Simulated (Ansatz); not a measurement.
**CH6BNOSSi: geometry relaxation (part 1 of 2)**

System: CH6BNOSSi.
Method: RKS r2SCAN-D4/6-31G (Ansatz 0.2.0).

It belongs to a series of runs on one base structure; here: end point B relaxed. Figures and captions count atoms from 1; the log counts them from 0 in places.

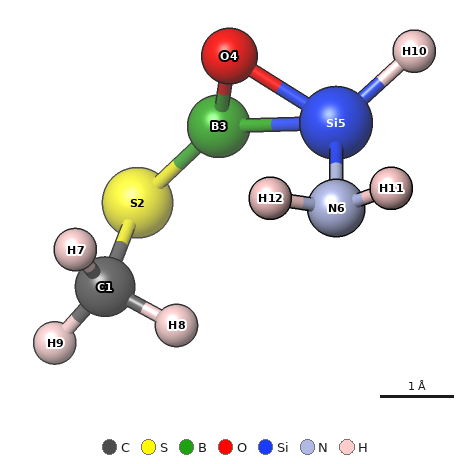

Figure 1. The starting structure (ball-and-stick view, seen at a tilt; atoms are numbered from 1 in the order of the input).

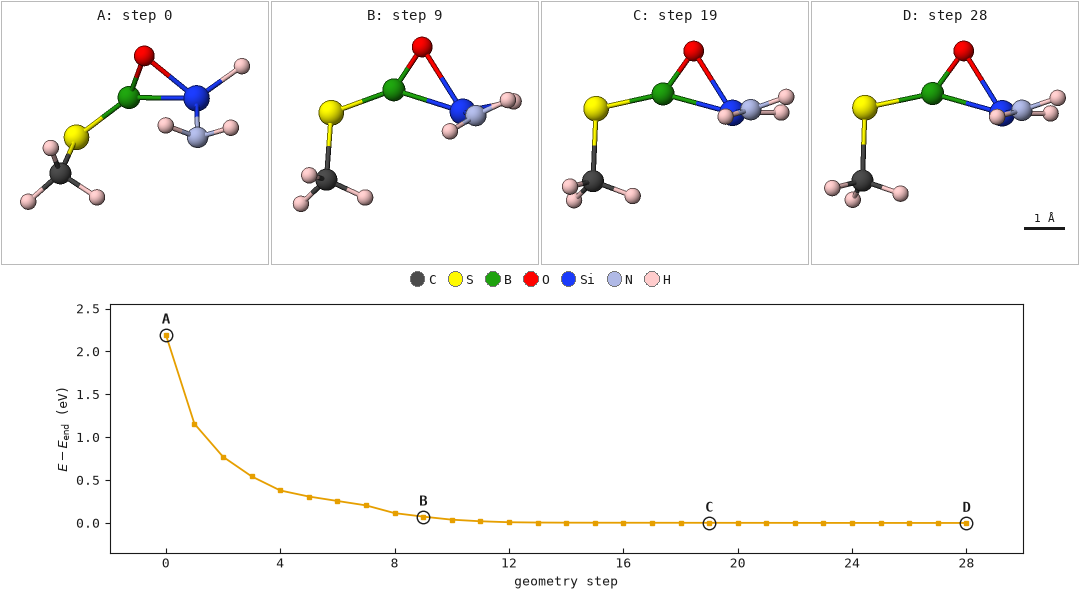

Figure 2. Frames of the relaxation (ball-and-stick view, seen at a tilt) above the curves, on which the letters mark them (the first geometry is step 0 here and step 1 in the log).

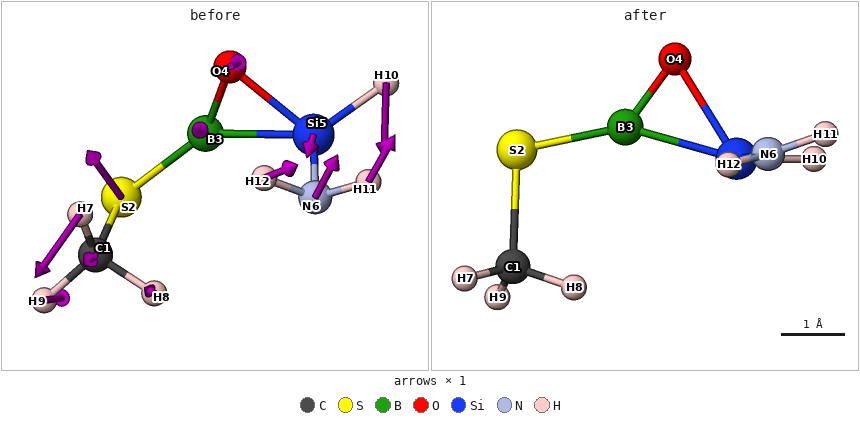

Figure 3. Before (left) and after (right) the relaxation, at one scale (ball-and-stick view, seen at a tilt). The pink arrows give the displacements, at true length. The largest moves after the best rigid fit, 1.31 Å, are those of S2 and H7. By element the largest moves are S 1.31 Å, H 1.31 Å, N 0.87 Å, O 0.58 Å, B 0.53 Å, Si 0.43 Å. Among the contacts that change: O4–Si5 1.725 → 1.985 Å, B3–O4 1.524 → 1.350 Å, C1–S2 1.821 → 1.896 Å, S2–B3 1.885 → 1.819 Å. Among the angles that change: Si5–N6–H12 106.4° → 122.7°, Si5–N6–H11 107.5° → 122.8°, O4–B3–Si5 56.9° → 70.7°. The energy falls by 2.196 eV in 28 geometry steps. Largest force component: 4.2 eV/Å at the start, 0.014 eV/Å at the end. (Atoms are counted from 1 in the order of the input.)

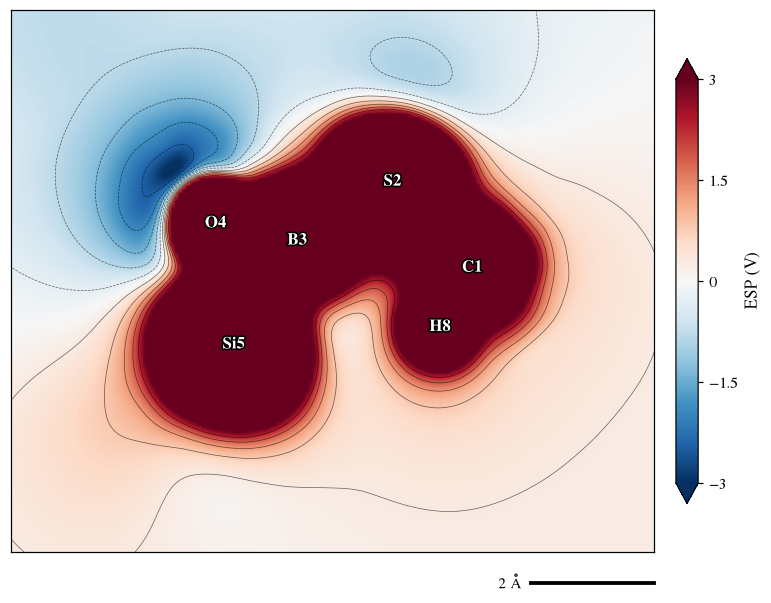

Figure 4. Electrostatic potential on the plane of atoms S2, B3 and O4. The plane passes through C, S, B, O, Si and H nuclei.

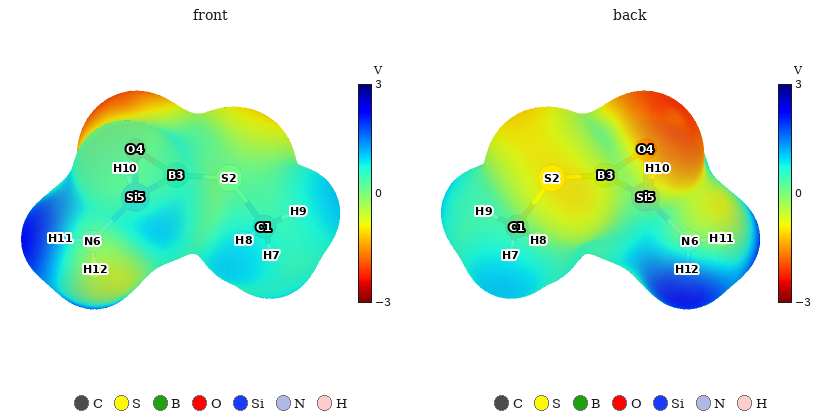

Figure 5. The electrostatic potential painted on the density surface at 0.002 e/bohr³, seen at a tilt and from behind; red is negative and blue positive.

These pictures come from the run below.

Input file:
```yaml
crystal:
  periodic: [false, false, false]
  atoms:
    - { symbol: C, position_ang: [-0.755, -1.1024, 1.7006] }
    - { symbol: S, position_ang: [0.14, 0.3306, 2.3793] }
    - { symbol: B, position_ang: [1.0198, 0.7099, 0.7556] }
    - { symbol: O, position_ang: [2.0342, 0.3051, -0.3077] }
    - { symbol: Si, position_ang: [0.8261, 1.1848, -1.1684] }
    - { symbol: "N", position_ang: [-0.1842, 0.0894, -2.1194] }
    - { symbol: H, position_ang: [-0.0918, -1.8205, 1.2698] }
    - { symbol: H, position_ang: [-1.4578, -0.6753, 0.896] }
    - { symbol: H, position_ang: [-1.397, -1.5066, 2.5409] }
    - { symbol: H, position_ang: [1.5399, 2.2532, -1.8548] }
    - { symbol: H, position_ang: [-0.02495, 0.30659, -3.11442] }
    - { symbol: H, position_ang: [0.19218, -0.87705, -1.95766] }
basis:
  gaussian: { orbitals: "6-31G" }
hamiltonian:
  xc: r2scan
  dispersion: d4
relax:
  f_tol: 0.015
  max_steps: 40
output:
  orbitals: {}
```

Launched with:
```bash
ansatz run input.yaml --threads 1 --pin off --max-ram 2048MiB --backend cpu --events-out ev --progress --plain --runs-dir out
```

Log:
```
The last accepted step is kept in [file] (removed where the run ends without a failure and the disk answers)
Engine: ansatz 0.2.0, aarch64-unknown-linux-gnu
Functional definition: r2SCAN
  parameter k0 = 0.174
  parameter k1 = 0.065
  parameter a1 = 4.9479
  exchange = r2scan_x(k0 = k0, k1 = k1, a1 = a1)
  correlation = r2scan_c
1005 factors; integrals over basis functions are off by at most 1.6e-4 eV
mean field evaluation 1: about -24040.5760 eV, gradient 7.6e1 eV
mean field evaluation 2: about -23970.6152 eV, gradient 1.8e2 eV
mean field evaluation 4: about -24051.7091 eV, gradient 1.7e1 eV
mean field evaluation 8: about -24052.3816 eV, gradient 5.3e-1 eV
mean field evaluation 16: about -24052.3739 eV, gradient 1.4e-4 eV
mean field -24052.37389715 eV, -883.9084374357 hartree, gradient 1.9e-5 eV, S^2 0.000000; 0 other end points of the search recorded, 0 dependent functions left out
the calculation of the forces begins
reference -24052.37390719 eV, -883.9084378048 hartree; 31, 31 occupied and 43, 43 virtual orbitals, 1005 factors
relax step   1: F+E_penalty+E_count = -24052.45036130 eV  Δ(F+E_penalty+E_count) = +0.000e0 eV  max|allowed force component| = 4.238e0 eV/Å  Δτ_max = 0.0000 Å  (29 SCF iters, accepted)
these checks for a lower state are left out or cut short: starts, cluster_reference, orbital_swaps, neighbouring_geometries, increment
1005 factors; integrals over basis functions are off by at most 1.7e-4 eV
mean field -24053.41483324 eV, -883.9466911314 hartree, gradient 1.5e-5 eV, S^2 0.000000; 0 other end points of the search recorded, 0 dependent functions left out
[... from here on the field's lines of each further geometry are left out, up to the last ...]
relax step   2: F+E_penalty+E_count = -24053.49024262 eV  Δ(F+E_penalty+E_count) = -1.040e0 eV  max|allowed force component| = 2.497e0 eV/Å  Δτ_max = 0.1935 Å  (31 SCF iters, accepted)
relax step   3: F+E_penalty+E_count = -24053.87474817 eV  Δ(F+E_penalty+E_count) = -3.845e-1 eV  max|allowed force component| = 2.231e0 eV/Å  Δτ_max = 0.1914 Å  (31 SCF iters, accepted)
relax step   4: F+E_penalty+E_count = -24054.10334773 eV  Δ(F+E_penalty+E_count) = -2.286e-1 eV  max|allowed force component| = 1.348e0 eV/Å  Δτ_max = 0.2000 Å  (36 SCF iters, accepted)
relax step   5: F+E_penalty+E_count = -24054.26752631 eV  Δ(F+E_penalty+E_count) = -1.642e-1 eV  max|allowed force component| = 8.555e-1 eV/Å  Δτ_max = 0.1936 Å  (31 SCF iters, accepted)
relax step   6: F+E_penalty+E_count = -24054.33845476 eV  Δ(F+E_penalty+E_count) = -7.093e-2 eV  max|allowed force component| = 1.006e0 eV/Å  Δτ_max = 0.1949 Å  (35 SCF iters, accepted)
relax step   7: F+E_penalty+E_count = -24054.39014530 eV  Δ(F+E_penalty+E_count) = -5.169e-2 eV  max|allowed force component| = 7.041e-1 eV/Å  Δτ_max = 0.1929 Å  (30 SCF iters, accepted)
relax step   8: F+E_penalty+E_count = -24054.44155164 eV  Δ(F+E_penalty+E_count) = -5.141e-2 eV  max|allowed force component| = 1.002e0 eV/Å  Δτ_max = 0.1943 Å  (36 SCF iters, accepted)
relax step   9: F+E_penalty+E_count = -24054.53170185 eV  Δ(F+E_penalty+E_count) = -9.015e-2 eV  max|allowed force component| = 3.083e-1 eV/Å  Δτ_max = 0.1998 Å  (30 SCF iters, accepted)
relax step  10: F+E_penalty+E_count = -24054.57273068 eV  Δ(F+E_penalty+E_count) = -4.103e-2 eV  max|allowed force component| = 7.159e-1 eV/Å  Δτ_max = 0.2000 Å  (30 SCF iters, accepted)
relax step  11: F+E_penalty+E_count = -24054.60826635 eV  Δ(F+E_penalty+E_count) = -3.554e-2 eV  max|allowed force component| = 5.750e-1 eV/Å  Δτ_max = 0.1948 Å  (29 SCF iters, accepted)
relax step  12: F+E_penalty+E_count = -24054.62684071 eV  Δ(F+E_penalty+E_count) = -1.857e-2 eV  max|allowed force component| = 2.762e-1 eV/Å  Δτ_max = 0.0954 Å  (30 SCF iters, accepted)
relax step  13: F+E_penalty+E_count = -24054.63809082 eV  Δ(F+E_penalty+E_count) = -1.125e-2 eV  max|allowed force component| = 1.167e-1 eV/Å  Δτ_max = 0.0934 Å  (29 SCF iters, accepted)
relax step  14: F+E_penalty+E_count = -24054.64168247 eV  Δ(F+E_penalty+E_count) = -3.592e-3 eV  max|allowed force component| = 8.589e-2 eV/Å  Δτ_max = 0.0597 Å  (30 SCF iters, accepted)
relax step  15: F+E_penalty+E_count = -24054.64315817 eV  Δ(F+E_penalty+E_count) = -1.476e-3 eV  max|allowed force component| = 3.590e-2 eV/Å  Δτ_max = 0.0552 Å  (30 SCF iters, accepted)
relax step  16: F+E_penalty+E_count = -24054.64368732 eV  Δ(F+E_penalty+E_count) = -5.291e-4 eV  max|allowed force component| = 1.634e-2 eV/Å  Δτ_max = 0.0252 Å  (30 SCF iters, accepted)
relax step  17: F+E_penalty+E_count = -24054.64403826 eV  Δ(F+E_penalty+E_count) = -3.509e-4 eV  max|allowed force component| = 2.315e-2 eV/Å  Δτ_max = 0.0481 Å  (30 SCF iters, accepted)
relax step  18: F+E_penalty+E_count = -24054.64424647 eV  Δ(F+E_penalty+E_count) = -2.082e-4 eV  max|allowed force component| = 3.358e-2 eV/Å  Δτ_max = 0.0308 Å  (29 SCF iters, accepted)
relax step  19: F+E_penalty+E_count = -24054.64452374 eV  Δ(F+E_penalty+E_count) = -2.773e-4 eV  max|allowed force component| = 6.093e-2 eV/Å  Δτ_max = 0.0463 Å  (29 SCF iters, accepted)
relax step  20: F+E_penalty+E_count = -24054.64479912 eV  Δ(F+E_penalty+E_count) = -2.754e-4 eV  max|allowed force component| = 6.106e-2 eV/Å  Δτ_max = 0.0244 Å  (30 SCF iters, accepted)
relax step  21: F+E_penalty+E_count = -24054.64514608 eV  Δ(F+E_penalty+E_count) = -3.470e-4 eV  max|allowed force component| = 7.813e-2 eV/Å  Δτ_max = 0.0505 Å  (29 SCF iters, accepted)
relax step  22: F+E_penalty+E_count = -24054.64525350 eV  Δ(F+E_penalty+E_count) = -1.074e-4 eV  max|allowed force component| = 8.365e-2 eV/Å  Δτ_max = 0.0347 Å  (30 SCF iters, accepted)
relax step  23: F+E_penalty+E_count = -24054.64558546 eV  Δ(F+E_penalty+E_count) = -3.320e-4 eV  max|allowed force component| = 6.901e-2 eV/Å  Δτ_max = 0.0177 Å  (30 SCF iters, accepted)
relax step  24: F+E_penalty+E_count = -24054.64585363 eV  Δ(F+E_penalty+E_count) = -2.682e-4 eV  max|allowed force component| = 3.844e-2 eV/Å  Δτ_max = 0.0205 Å  (30 SCF iters, accepted)
relax step  25: F+E_penalty+E_count = -24054.64608040 eV  Δ(F+E_penalty+E_count) = -2.268e-4 eV  max|allowed force component| = 1.666e-2 eV/Å  Δτ_max = 0.0322 Å  (29 SCF iters, accepted)
relax step  26: F+E_penalty+E_count = -24054.64620068 eV  Δ(F+E_penalty+E_count) = -1.203e-4 eV  max|allowed force component| = 4.985e-2 eV/Å  Δτ_max = 0.0525 Å  (28 SCF iters, accepted)
relax step  27: F+E_penalty+E_count = -24054.64631200 eV  Δ(F+E_penalty+E_count) = -1.113e-4 eV  max|allowed force component| = 1.609e-2 eV/Å  Δτ_max = 0.0099 Å  (24 SCF iters, accepted)
relax step  28: F+E_penalty+E_count = -24054.64640413 eV  Δ(F+E_penalty+E_count) = -9.213e-5 eV  max|allowed force component| = 8.633e-3 eV/Å  Δτ_max = 0.0229 Å  (30 SCF iters, accepted)
the calculation of the forces begins
reference -24054.57394582 eV, -883.9892877330 hartree; 31, 31 occupied and 43, 43 virtual orbitals, 1005 factors
relax step  29: F+E_penalty+E_count = -24054.64643500 eV  Δ(F+E_penalty+E_count) = -3.087e-5 eV  max|allowed force component| = 1.435e-2 eV/Å  Δτ_max = 0.0170 Å  (24 SCF iters, accepted)
1005 factors; integrals over basis functions are off by at most 1.7e-4 eV
mean field evaluation 224: about -24054.5869 eV, gradient 5.3e-1 eV
mean field -24054.57393552 eV, -883.9892873544 hartree, gradient 8.1e-6 eV, S^2 0.000000; 1 other end points of the search recorded, 0 dependent functions left out
the calculation of the forces begins
reference -24054.57394582 eV, -883.9892877330 hartree; 31, 31 occupied and 43, 43 virtual orbitals, 1005 factors
Total energy: -24054.64644530 eV, -883.9919520396 hartree
Atom 0 at    -0.930486    -1.045772     2.054179 Å, force    -0.004982    -0.001434     0.001159 eV/Å
Atom 1 at     0.931117    -0.687063     2.084435 Å, force    -0.005363    -0.000257     0.000206 eV/Å
Atom 2 at     1.134510     0.231621     0.527825 Å, force     0.005827    -0.002196    -0.002587 eV/Å
Atom 3 at     2.151338     0.826488    -0.131555 Å, force     0.000333     0.001109     0.003327 eV/Å
Atom 4 at     0.465691     0.966429    -1.170732 Å, force    -0.004664     0.000234    -0.001165 eV/Å
Atom 5 at     0.470903     0.120928    -2.693861 Å, force     0.001158    -0.001042    -0.000406 eV/Å
Atom 6 at    -1.065288    -2.127235     2.101457 Å, force     0.000533     0.014347    -0.000596 eV/Å
Atom 7 at    -1.352380    -0.643701     1.130123 Å, force     0.003209    -0.005945     0.011299 eV/Å
Atom 8 at    -1.381093    -0.564064     2.922983 Å, force     0.004508    -0.006033    -0.011967 eV/Å
Atom 9 at     0.368269     2.427608    -1.473732 Å, force     0.000708     0.000091    -0.000111 eV/Å
Atom 10 at     0.703923     0.570638    -3.568256 Å, force    -0.000742     0.000134     0.000572 eV/Å
Atom 11 at     0.344927    -0.878137    -2.763047 Å, force    -0.000525     0.000993     0.000268 eV/Å
Dipole moment:    -0.748426    -0.204852    -0.495667 e Å
```

Trajectory as extended XYZ (Å, eV, eV/Å), 29 frames, from step=1 to step=29:
```
12
Properties=species:S:1:pos:R:3:forces:R:3 step=1 energy=-24052.45036
C    -0.7550   -1.1024    1.7006   -3.1235   0.2422  -0.7221
S     0.1400    0.3306    2.3793    2.0124   1.0705   0.5047
B     1.0198    0.7099    0.7556    0.5972   0.1238  -2.7541
O     2.0342    0.3051   -0.3077    0.6321  -1.6770   4.2385
Si    0.8261    1.1848   -1.1684   -2.0841   1.7978   1.1272
N    -0.1842    0.0894   -2.1194    1.5789  -0.8476  -1.2991
H    -0.0918   -1.8205    1.2698    0.3480  -0.7719  -0.1011
H    -1.4578   -0.6753    0.8960    0.8372  -0.9843   0.9594
H    -1.3970   -1.5066    2.5409    0.8612   0.2144  -0.9924
H     1.5399    2.2532   -1.8548    0.0524   0.6364  -0.8102
H    -0.0249    0.3066   -3.1144   -0.7572  -0.3561  -0.0531
H     0.1922   -0.8770   -1.9577   -0.9547   0.5519  -0.0977
12
Properties=species:S:1:pos:R:3:forces:R:3 step=2 energy=-24053.49024
C    -0.7486   -1.0863    1.7390   -1.1839  -0.4645  -0.3628
S     0.2750    0.3049    2.4587    0.7263   0.4834  -0.4027
B     0.9250    0.7662    0.7568    1.0158  -0.8045  -1.1735
O     1.9532    0.2441   -0.1521   -0.3668  -0.1960   2.4973
Si    0.8125    1.2101   -1.1434   -1.4453   0.4811  -0.8272
N    -0.0948    0.1433   -2.2801    1.4742  -1.1834   0.1147
H    -0.1199   -1.8830    1.3475    0.1861  -0.0629   0.0441
H    -1.4365   -0.7377    0.9370    0.4319   0.0210   0.4236
H    -1.3658   -1.4710    2.5648    0.2188   0.0841  -0.1633
H     1.5210    2.2920   -1.8809   -0.0445   0.1978  -0.1932
H     0.0678    0.2969   -3.2840   -0.3082  -0.0617   0.4184
H     0.0526   -0.8819   -2.0436   -0.7042   1.5055  -0.3753
12
Properties=species:S:1:pos:R:3:forces:R:3 step=3 energy=-24053.87475
C    -0.7627   -1.1096    1.7633    0.0223  -0.2596  -0.0731
S     0.3541    0.2691    2.4503    0.0085   0.2031  -0.1815
B     0.8806    0.7439    0.7276    0.4531  -0.4516   0.2208
O     1.9573    0.2842   -0.0088    0.2681   0.0268   0.3436
Si    0.8121    1.2239   -1.1542   -1.1300  -0.1409  -1.2284
N     0.0148    0.1545   -2.3659    0.6190  -1.7003   1.1605
H    -0.1400   -1.9195    1.3668   -0.0628   0.1299   0.0467
H    -1.4154   -0.7061    0.9879   -0.0675   0.0279  -0.0364
H    -1.3586   -1.4762    2.5958   -0.0611   0.0083   0.1201
H     1.4759    2.3470   -1.9052   -0.0339  -0.0921   0.0946
H     0.1598    0.2551   -3.3680   -0.0153   0.0172   0.2366
H    -0.1365   -0.8686   -2.0698   -0.0004   2.2313  -0.7036
12
Properties=species:S:1:pos:R:3:forces:R:3 step=4 energy=-24054.10335
C    -0.7696   -1.1064    1.7705   -0.1153  -0.0501   0.1015
S     0.3749    0.2999    2.3704   -0.1685  -0.2724   0.4675
B     0.9402    0.6076    0.6718    1.0284  -0.2195   0.3010
O     2.0247    0.2800   -0.0766   -0.2616   0.3338   0.5544
Si    0.6476    1.2561   -1.1069   -0.1086  -0.0775  -1.3477
N     0.1111    0.1444   -2.3396   -0.1272  -0.3389  -0.2252
H    -0.1627   -1.9381    1.4054   -0.0170   0.0415   0.0454
H    -1.4299   -0.7304    0.9857   -0.0474   0.0124  -0.0104
H    -1.3557   -1.4133    2.6365   -0.0208  -0.0168   0.0179
H     1.3554    2.3166   -1.8797   -0.0150   0.2851   0.0725
H     0.3537    0.2588   -3.3192   -0.0737  -0.0897   0.2425
H    -0.2483   -0.7775   -2.0984   -0.0732   0.3922  -0.2195
12
Properties=species:S:1:pos:R:3:forces:R:3 step=5 energy=-24054.26753
C    -0.7975   -1.1302    1.7977    0.0066   0.0685   0.0340
S     0.3870    0.2604    2.3676   -0.1201  -0.2025   0.2231
B     1.0154    0.6163    0.6810    0.1121  -0.1138   0.1992
O     2.1292    0.3916   -0.0204    0.1864   0.2557  -0.0126
Si    0.6741    1.2351   -1.1514   -0.1614  -0.1185  -0.4183
N     0.1544    0.1169   -2.3839   -0.6334  -0.7050   0.1172
H    -0.1968   -1.9696    1.4442   -0.0449  -0.0218   0.0107
H    -1.4624   -0.7648    1.0101    0.0198   0.0543   0.0246
H    -1.3776   -1.4195    2.6749    0.0182   0.0340   0.0069
H     1.3157    2.3738   -1.8847    0.0550   0.0134   0.0719
H     0.4206    0.2003   -3.3571   -0.0165  -0.1198   0.0928
H    -0.4207   -0.7126   -2.1582    0.5782   0.8555  -0.3495
12
Properties=species:S:1:pos:R:3:forces:R:3 step=6 energy=-24054.33846
C    -0.8198   -1.1443    1.8361   -0.0941   0.1162   0.0799
S     0.4559    0.1741    2.3780    0.0266  -0.2328  -0.2339
B     1.0487    0.5688    0.6739    0.9450   0.1035  -0.2836
O     2.2170    0.5655   -0.0124   -1.0061   0.1372   0.4060
Si    0.6222    1.2118   -1.1695    0.1425  -0.1961  -0.0603
N     0.1679    0.1080   -2.4414   -0.5760  -0.6950  -0.0083
H    -0.2898   -2.0248    1.4615   -0.0604   0.0983   0.0553
H    -1.4849   -0.7263    1.0723    0.0713  -0.0146   0.0575
H    -1.3891   -1.3922    2.7349    0.0241  -0.0075  -0.0656
H     1.2581    2.3796   -1.8646   -0.0369   0.0376   0.1073
H     0.5335    0.1562   -3.3896   -0.1587  -0.0845   0.2621
H    -0.4785   -0.6786   -2.2593    0.7227   0.7378  -0.3164
12
Properties=species:S:1:pos:R:3:forces:R:3 step=7 energy=-24054.39015
C    -0.8488   -1.1356    1.8584    0.0532   0.0491  -0.1168
S     0.5805    0.0291    2.4036   -0.0837  -0.0437  -0.7041
B     1.0798    0.6059    0.6953    0.5068  -0.2894  -0.1275
O     2.2270    0.7068   -0.0120   -0.6879   0.0297   0.3208
Si    0.6043    1.1655   -1.1793    0.1273  -0.0419  -0.0276
N     0.1815    0.0774   -2.4911   -0.0732  -0.3388   0.1940
H    -0.4185   -2.0481    1.4138   -0.1458   0.3579   0.1490
H    -1.5099   -0.6159    1.1480    0.2243  -0.0937   0.1555
H    -1.3982   -1.3805    2.7695    0.0276   0.0100  -0.0223
H     1.1868    2.3950   -1.8265   -0.1832  -0.0807   0.0735
H     0.5477    0.1521   -3.4377   -0.1134  -0.0044   0.2873
H    -0.3908   -0.7539   -2.3222    0.3479   0.4459  -0.1818
```
